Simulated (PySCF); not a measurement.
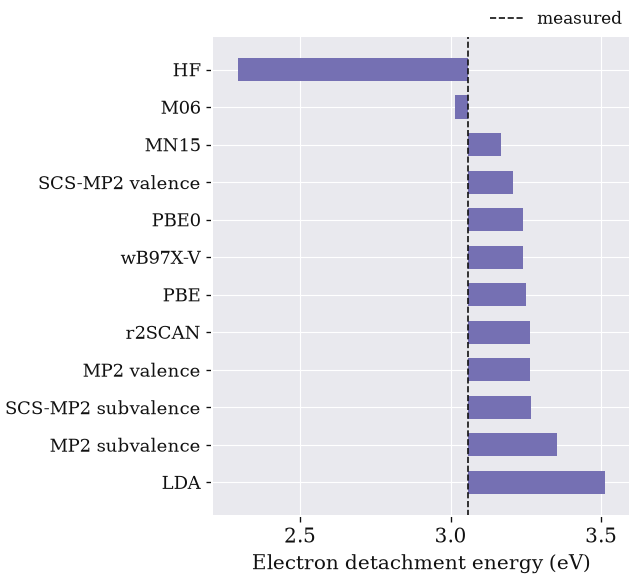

The electron detachment energy of I⁻ ([Xe] → [Kr] 4d¹⁰ 5s² 5p⁵) across levels of theory. PySCF, x2c-QZVPPall plus 1 diffuse shell for each l, spin-free X2C-1e, unrestricted single determinants, no spin-orbit coupling. Methods marked “valence” freeze 46 core electrons; methods marked “subvalence” freeze 28 core electrons.

Summarise the spread and list the values.

The values run from 2.29 eV (HF) to 3.51 eV (LDA). The measured value is 3.06 eV; nearest to it come M06 (−0.05) and MN15 (+0.11), furthest HF (−0.77 eV). These values lack spin-orbit coupling; with the first-order correction of −0.30 eV added, MP2 subvalence comes nearest (−0.00).

```tsv
Method	Electron detachment energy (eV)
HF	2.29
LDA	3.51
PBE	3.25
PBE0	3.24
r2SCAN	3.26
wB97X-V	3.24
M06	3.01
MN15	3.17
MP2 valence	3.26
SCS-MP2 valence	3.21
MP2 subvalence	3.35
SCS-MP2 subvalence	3.27
```
